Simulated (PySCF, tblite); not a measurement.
# C7H8BCl: geometry, infrared bands and NMR shifts

Wanted: the infrared bands and NMR shifts of C7H8BCl (`C#C[C@@]1(BCl)[C@@H]2[C@@H](C)[C@@H]21`), by calculation.

The runs use tblite 0.8.0 and PySCF 2.14.0, with density-fitted response routines of our own; the level of theory stands in each step. All values are computed, except where a source is named. Atoms count from 0, in the outputs and in this text.

## (1) The starting structure

17 atoms, charge 0, multiplicity 1; geometry from: force field or distance geometry start.

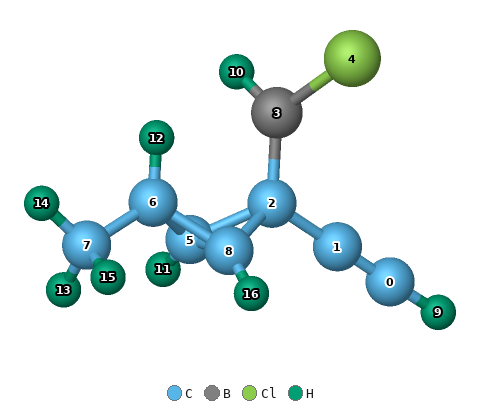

As it starts; carbon blue, boron grey, chlorine green, hydrogen teal, atoms numbered.

## (2) Optimising the geometry with GFN2-xTB

Job settings and geometry (Å):

```
{"job": {"kind": "relax", "xc": "GFN2-xTB", "basis": "xTB"}, "charge": 0, "multiplicity": 1}
C     -2.841500     1.434600    -1.513000
C     -2.042200     0.883600    -0.824700
C     -1.051500     0.193600     0.026000
B     -1.415900    -0.218700     1.475500
Cl    -1.939600     0.914700     2.835700
C      0.016500    -0.631800    -0.689400
C      1.117600    -0.554500     0.402100
C      2.567600    -0.663000    -0.015500
C      0.408900     0.640400    -0.237800
H     -3.567900     1.941700    -2.109100
H     -1.597900    -1.391000     1.706700
H     -0.027500    -1.223300    -1.528000
H      0.842400    -0.860900     1.425700
H      2.584600    -1.080300    -1.046800
H      3.141800    -1.258500     0.712200
H      3.047400     0.330300    -0.061500
H      0.750100     1.555100    -0.567900
```

Run with:

```
$ OMP_NUM_THREADS=1 python probes_run.py task.json out
```

The driver reads the jobs from task.json and runs them one after another.

**Question.** This job is followed by: GFN2-xTB harmonic vibrations, gas phase; GIAO PBE0/pcSseg-1 NMR shielding, non-relativistic, gas phase. Predict these results of the whole session: strongest single infrared mode (GFN2-xTB); zero-point energy (GFN2-xTB); ¹³C shifts against TMS (PBE0/pcSseg-1, means over atoms taken as alike); ¹H shifts against TMS (PBE0/pcSseg-1, means over atoms taken as alike); ¹¹B shifts against BF3·OEt2 (PBE0/pcSseg-1); ³⁵Cl shifts against HCl (PBE0/pcSseg-1).

As calculated:

| quantity | value |
| --- | --- |
| strongest single infrared mode (GFN2-xTB) | 1143 cm⁻¹, 130 km/mol |
| zero-point energy (GFN2-xTB) | 78.2 kcal/mol |
| ¹³C shifts against TMS (PBE0/pcSseg-1, means over atoms taken as alike) | 88.7, 76.7, 41.5, 36.0, 26.1, 17.3 ppm |
| ¹H shifts against TMS (PBE0/pcSseg-1, means over atoms taken as alike) | 6.66, 2.57, 1.87, 1.60, 1.13 ppm |
| ¹¹B shifts against BF3·OEt2 (PBE0/pcSseg-1) | 70.0 ppm |
| ³⁵Cl shifts against HCl (PBE0/pcSseg-1) | 320 ppm |

**Reading.** Over 137 steps the energy fell by 0.774 eV; of the close pairs, B3–Cl4 changed most, 1.846 to 1.697 Å. No mode is imaginary among the 45: a minimum at this level. The strongest single mode, at 1143 cm⁻¹, is spread over several atoms, C6, C2, B3, H10 among them. GFN2-xTB is a fitted tight-binding method: band positions and strengths are rough. Its intensities can rank the bands wrongly. At PBE0/pcSseg-1: The widest tensor belongs to Cl4: span 801 ppm, with a paramagnetic part of -516 ppm.
